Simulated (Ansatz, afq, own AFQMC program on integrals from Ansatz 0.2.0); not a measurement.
**GeNH2 (quartet): quantum Monte Carlo beside coupled cluster, cc-pVDZ**

How near does AFQMC come to the top of the ladder for GeNH2 (quartet)?

Computed with Ansatz 0.2.0, Gaussian basis, and an in-house AFQMC program (afq) on its integrals; all values are calculated. Level: cc-pVDZ, frozen cores.

To be run: PBE (unrestricted); r2SCAN (unrestricted); PBE0 (unrestricted); B3LYP (unrestricted); wB97M-V (unrestricted); B2PLYP (unrestricted); CCSD(T) on UHF; CCSDT(Q) on UHF; Phaseless AFQMC, CISD trial on UHF; Phaseless AFQMC, single-determinant trial on UHF; Free-projection AFQMC, CISD trial on UHF.

## Step 1: What is computed

The geometry is a PBE0/def2-TZVP stationary point (not a proven minimum). No spin-orbit coupling is included. The filled d shell of Ge may be among the frozen orbitals whatever the setting's name suggests; the logs give the count.

4 atoms, charge 0, spin multiplicity 4.

Atoms are counted from 1 here; the program's logs count them from 0.

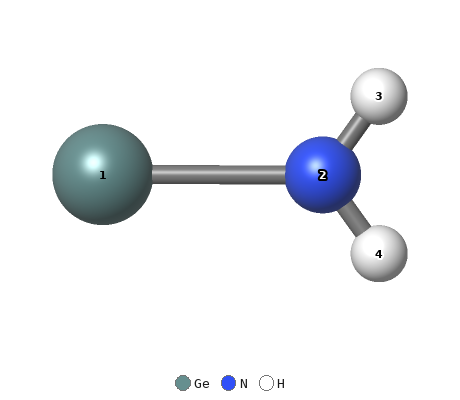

The geometry (germanium teal, nitrogen blue, hydrogen white); atoms are numbered from 1 in the order of the file.

As a file:

```xyz
4
charge 0, multiplicity 4
Ge    0.0000    0.0000    0.4319
N     0.0000    0.0000   -1.8834
H     0.0000    0.8309   -2.4773
H     0.0000   -0.8309   -2.4773
```

## Step 2: PBE (unrestricted)

The input, in.yaml:

```yaml
crystal:
  periodic: [false, false, false]
  atoms:
    - {symbol: Ge, position_ang: [0.000000, 0.000000, 0.431903]}
    - {symbol: N, position_ang: [0.000000, 0.000000, -1.883353]}
    - {symbol: H, position_ang: [0.000000, 0.830871, -2.477269]}
    - {symbol: H, position_ang: [0.000000, -0.830871, -2.477269]}
basis:
  gaussian: {orbitals: cc-pVDZ}
magnetization: {spin_polarized: true, initial_magnetization: 3}
hamiltonian: {xc: {name: PBE}}
output: {orbitals: {seedname: orbitals}}
```

Launch:

```
> ansatz run in.yaml --threads 1 --pin off --events-out ev --progress --plain --max-ram 1382MiB
```

Standard output:

```text
Functional definition: PBE
  name "PBE"
  cite "Perdew, Burke & Ernzerhof, Phys. Rev. Lett. 77, 3865 (1996) doi:10.1103/PhysRevLett.77.3865"
  parent pbe
  parameter kappa = 0.804
  parameter beta = 0.06672455060314922
  exchange = pbe_x(kappa = kappa, mu = beta*pi^2/3)
  correlation = pbe_c(beta = beta)
553 factors; integrals over basis functions are off by at most 1.2e-3 eV
mean field evaluation 1: about -58023.5972 eV, gradient 2.2e1 eV
mean field evaluation 2: about -58020.2080 eV, gradient 3.4e1 eV
mean field evaluation 4: about -58025.6856 eV, gradient 1.0e0 eV
mean field evaluation 8: about -58025.6932 eV, gradient 7.1e-3 eV
mean field evaluation 16: about -58023.7818 eV, gradient 4.4e0 eV
mean field evaluation 32: about -58022.5005 eV, gradient 5.3e-5 eV
mean field -58025.69318572 eV, -2132.4048933476 hartree, gradient 5.5e-5 eV, S^2 3.755469; 7 other end points of the search recorded, 0 dependent functions left out
reference -58025.69321465 eV, -2132.4048944110 hartree; 22, 19 occupied and 29, 32 virtual orbitals, 553 factors
Total energy: -58025.69321465 eV, -2132.4048944110 hartree
```

Run time: 13 s. Hardware: 1 thread of Intel Xeon at 2.50GHz (Skylake/Cascade Lake), shared host.

From the report: ⟨S²⟩ of the determinant 3.755 (pure quartet: 3.75).

## Step 3: r2SCAN (unrestricted)

Edit in.yaml of step 2 so:

```diff
@@ -10,3 +10,2 @@
 magnetization: {spin_polarized: true, initial_magnetization: 3}
-hamiltonian: {xc: {name: PBE}}
-output: {orbitals: {seedname: orbitals}}
+hamiltonian: {xc: {name: r2SCAN}}
```

The command is unchanged.

Standard output:

```text
Functional definition: r2SCAN
  name "r2SCAN"
  cite "Furness, Kaplan, Ning, Perdew & Sun, J. Phys. Chem. Lett. 11, 8208 (2020) doi:10.1021/acs.jpclett.0c02405"
  cite "Furness, Kaplan, Ning, Perdew & Sun, J. Phys. Chem. Lett. 11, 9248 (2020) doi:10.1021/acs.jpclett.0c03077"
  parent r2scan
  parameter k0 = 0.174
  parameter k1 = 0.065
  parameter a1 = 4.9479
  exchange = r2scan_x(k0 = k0, k1 = k1, a1 = a1)
  correlation = r2scan_c
553 factors; integrals over basis functions are off by at most 1.2e-3 eV
mean field evaluation 1: about -58033.4493 eV, gradient 1.9e1 eV
mean field evaluation 2: about -58032.1557 eV, gradient 2.5e1 eV
mean field evaluation 4: about -58035.0805 eV, gradient 7.6e-1 eV
mean field evaluation 8: about -58035.0873 eV, gradient 1.7e-2 eV
mean field evaluation 16: about -58035.0873 eV, gradient 2.4e-5 eV
mean field -58035.08726965 eV, -2132.7501195647 hartree, gradient 2.4e-5 eV, S^2 3.765666; 0 other end points of the search recorded, 0 dependent functions left out
reference -58035.08727917 eV, -2132.7501199146 hartree; 22, 19 occupied and 29, 32 virtual orbitals, 553 factors
Total energy: -58035.08727917 eV, -2132.7501199146 hartree
```

Wall time 7.5 s (1 thread of Intel Xeon at 2.50GHz (Skylake/Cascade Lake), shared host).

From the report: ⟨S²⟩ of the determinant 3.766 (pure quartet: 3.75).

## Step 4: PBE0 (unrestricted)

Edit in.yaml of step 3 so:

```diff
@@ -10,2 +10,3 @@
 magnetization: {spin_polarized: true, initial_magnetization: 3}
-hamiltonian: {xc: {name: r2SCAN}}
+hamiltonian: {xc: {name: PBE0}}
+output: {orbitals: {seedname: orbitals}}
```

Launched as before.

Standard output:

```text
Functional definition: PBE0
  name "PBE0"
  cite "Adamo & Barone, J. Chem. Phys. 110, 6158 (1999) doi:10.1063/1.478522"
  cite "Perdew, Burke & Ernzerhof, Phys. Rev. Lett. 77, 3865 (1996) doi:10.1103/PhysRevLett.77.3865"
  parent pbe
  parameter a = 0.25
  parameter kappa = 0.804
  parameter beta = 0.06672455060314922
  exchange = (1 - a)*pbe_x(kappa = kappa, mu = beta*pi^2/3) + a*exact_x
  correlation = pbe_c(beta = beta)
553 factors; integrals over basis functions are off by at most 1.2e-3 eV
mean field evaluation 1: about -58026.2072 eV, gradient 1.6e1 eV
mean field evaluation 2: about -58026.0221 eV, gradient 1.7e1 eV
mean field evaluation 4: about -58027.2989 eV, gradient 3.7e-1 eV
mean field evaluation 8: about -58027.3714 eV, gradient 2.3e-2 eV
mean field evaluation 16: about -58027.3714 eV, gradient 1.5e-5 eV
mean field -58027.37138819 eV, -2132.4665661511 hartree, gradient 1.5e-5 eV, S^2 3.758718; 0 other end points of the search recorded, 0 dependent functions left out
reference -58027.37140936 eV, -2132.4665669291 hartree; 22, 19 occupied and 29, 32 virtual orbitals, 553 factors
Total energy: -58027.37140936 eV, -2132.4665669291 hartree
```

Run time: 5.5 s. Hardware: 1 thread of Intel Xeon at 2.50GHz (Skylake/Cascade Lake), shared host.

From the report: ⟨S²⟩ of the determinant 3.759 (pure quartet: 3.75).

## Step 5: B3LYP (unrestricted)

Edit in.yaml of step 4 so:

```diff
@@ -10,3 +10,2 @@
 magnetization: {spin_polarized: true, initial_magnetization: 3}
-hamiltonian: {xc: {name: PBE0}}
-output: {orbitals: {seedname: orbitals}}
+hamiltonian: {xc: {name: B3LYP}}
```

The command is unchanged.

Standard output (excerpt; [...] marks lines left out):

```text
Functional definition: B3LYP
  name "B3LYP"
  cite "Stephens, Devlin, Chabalowski & Frisch, J. Phys. Chem. 98, 11623 (1994) doi:10.1021/j100096a001"
  cite "Becke, Phys. Rev. A 38, 3098 (1988) doi:10.1103/PhysRevA.38.3098"
  cite "Lee, Yang & Parr, Phys. Rev. B 37, 785 (1988) doi:10.1103/PhysRevB.37.785"
  cite "Vosko, Wilk & Nusair, Can. J. Phys. 58, 1200 (1980) doi:10.1139/p80-159"
[...]
553 factors; integrals over basis functions are off by at most 1.2e-3 eV
[...]
mean field -58037.50374768 eV, -2132.8389234941 hartree, gradient 4.3e-5 eV, S^2 3.756473; 1 other end points of the search recorded, 0 dependent functions left out
reference -58037.50393007 eV, -2132.8389301971 hartree; 22, 19 occupied and 29, 32 virtual orbitals, 553 factors
Total energy: -58037.50393007 eV, -2132.8389301971 hartree
```

Wall time 5 s (1 thread of Intel Xeon at 2.50GHz (Skylake/Cascade Lake), shared host).

From the report: ⟨S²⟩ of the determinant 3.756 (pure quartet: 3.75).

## Step 6: wB97M-V (unrestricted)

Edit in.yaml of step 5 so:

```diff
@@ -10,2 +10,3 @@
 magnetization: {spin_polarized: true, initial_magnetization: 3}
-hamiltonian: {xc: {name: B3LYP}}
+hamiltonian: {xc: {name: wB97M-V}}
+output: {orbitals: {seedname: orbitals}}
```

The command is unchanged.

Standard output (excerpt; [...] marks lines left out):

```text
Functional definition: wB97M-V
  name "wB97M-V"
  cite "Mardirossian & Head-Gordon, J. Chem. Phys. 144, 214110 (2016) doi:10.1063/1.4952647"
  cite "Becke, J. Chem. Phys. 107, 8554 (1997) doi:10.1063/1.475007"
  cite "Vydrov & Van Voorhis, J. Chem. Phys. 133, 244103 (2010) doi:10.1063/1.3521275"
  # Of w^i u^j: cxij and so on, Table III.
[...]
  gx(w, u) = 1 - cx + cx01*u + cx10*w
  gss(w, u) = css00 + css04*u^4 + css10*w + css20*w^2 + css43*w^4*u^3
  gos(w, u) = cos00 + cos10*w + (cos20 + cos21*u)*w^2 + (cos60 + cos61*u)*w^6
[...]
      + integral(e_c_pw_mod_opposite_spin*gos(b97_w_opposite, b97_u_opposite)) + vv10(b, c)
553 factors; integrals over basis functions are off by at most 1.2e-3 eV
152 factors; integrals over basis functions are off by at most 4.6e-6 eV
[...]
mean field -58032.38500331 eV, -2132.6508131082 hartree, gradient 6.5e-5 eV, S^2 3.757233; 1 other end points of the search recorded, 0 dependent functions left out
reference -58032.38503303 eV, -2132.6508142007 hartree; 22, 19 occupied and 29, 32 virtual orbitals, 553 factors
Total energy: -58032.38503303 eV, -2132.6508142007 hartree
```

Run time: 14 s. Hardware: 1 thread of Intel Xeon at 2.50GHz (Skylake/Cascade Lake), shared host.

From the report: ⟨S²⟩ of the determinant 3.757 (pure quartet: 3.75).

## Step 7: B2PLYP (unrestricted)

Edit in.yaml of step 6 so:

```diff
@@ -10,3 +10,3 @@
 magnetization: {spin_polarized: true, initial_magnetization: 3}
-hamiltonian: {xc: {name: wB97M-V}}
-output: {orbitals: {seedname: orbitals}}
+hamiltonian: {xc: {name: B2PLYP}}
+correlation: {electrons: outside_noble_gas}
```

Same command.

Standard output (excerpt; [...] marks lines left out):

```text
Functional definition: B2PLYP
  name "B2PLYP"
  cite "Grimme, J. Chem. Phys. 124, 034108 (2006) doi:10.1063/1.2148954"
  cite "Becke, Phys. Rev. A 38, 3098 (1988) doi:10.1103/PhysRevA.38.3098"
  cite "Lee, Yang & Parr, Phys. Rev. B 37, 785 (1988) doi:10.1103/PhysRevB.37.785"
[...]
553 factors; integrals over basis functions are off by at most 1.2e-3 eV
[...]
mean field -58021.64501053 eV, -2132.2561256534 hartree, gradient 2.3e-6 eV, S^2 3.763250; 0 other end points of the search recorded, 0 dependent functions left out
15 core orbitals not correlated: weight in the atoms' cores, before any rotation towards them, 0.999 or more for the frozen orbitals, at most 0.000 for the correlated occupied ones
reference -58021.64512349 eV, -2132.2561298046 hartree; 7, 4 occupied and 29, 32 virtual orbitals, 553 factors
second order -6.34745099 eV of doubles, -0.00000000 eV of singles
Total energy: -58023.35893526 eV, -2132.3191112254 hartree
```

Wall time 4.9 s (1 thread of Intel Xeon at 2.50GHz (Skylake/Cascade Lake), shared host).

From the report: ⟨S²⟩ of the determinant 3.763 (pure quartet: 3.75).

## Step 8: CCSD(T) on UHF

Edit in.yaml of step 7 so:

```diff
@@ -10,3 +10,2 @@
 magnetization: {spin_polarized: true, initial_magnetization: 3}
-hamiltonian: {xc: {name: B2PLYP}}
-correlation: {electrons: outside_noble_gas}
+correlation: {method: ccsd_t, electrons: outside_noble_gas, hamiltonian_folder: ham}
```

Same command.

Standard output (excerpt; [...] marks lines left out):

```text
Functional definition: HF
  name "HF"
  cite "Fock, Z. Phys. 61, 126 (1930) doi:10.1007/BF01340294"
  parent pbe
[...]
553 factors; integrals over basis functions are off by at most 1.2e-3 eV
[...]
mean field -57984.04385406 eV, -2130.8743086402 hartree, gradient 1.6e-6 eV, S^2 3.787801; 2 other end points of the search recorded, 0 dependent functions left out
determinant -57984.04385406 eV, -2130.8743086402 hartree, with singles and doubles -57990.09402540 eV, -2131.0966483358 hartree
determinant -57982.16939346 eV, -2130.8054234836 hartree, with singles and doubles -57988.37586280 eV, -2131.0335070251 hartree
determinant -57982.05685697 eV, -2130.8012878440 hartree, with singles and doubles -57988.24560560 eV, -2131.0287201612 hartree
15 core orbitals not correlated: weight in the atoms' cores, before any rotation towards them, 1.000 or more for the frozen orbitals, at most 0.000 for the correlated occupied ones
reference -57984.04385406 eV, -2130.8743086402 hartree; 7, 4 occupied and 29, 32 virtual orbitals, 553 factors
second order -5.14529022 eV of doubles, -0.00000000 eV of singles
cycle   1  -6.05003157 eV  change    1.4e-4 eV  update   8.8e-4
[...]
cycle   8  -6.05042759 eV  change    5.7e-6 eV  update   3.1e-6
perturbative correction -0.12284553 eV, -0.0045144901 hartree
Total energy: -57990.21712719 eV, -2131.1011722432 hartree
```

Wall time 10 s (1 thread of Intel Xeon at 2.50GHz (Skylake/Cascade Lake), shared host).

From the report: ⟨S²⟩ of the determinant 3.788 (pure quartet: 3.75); correlation -6.1733 eV; T1 0.015; largest double amplitude 0.05.

This run also writes the integrals to the folder ham.

[end of part 1 of 2]
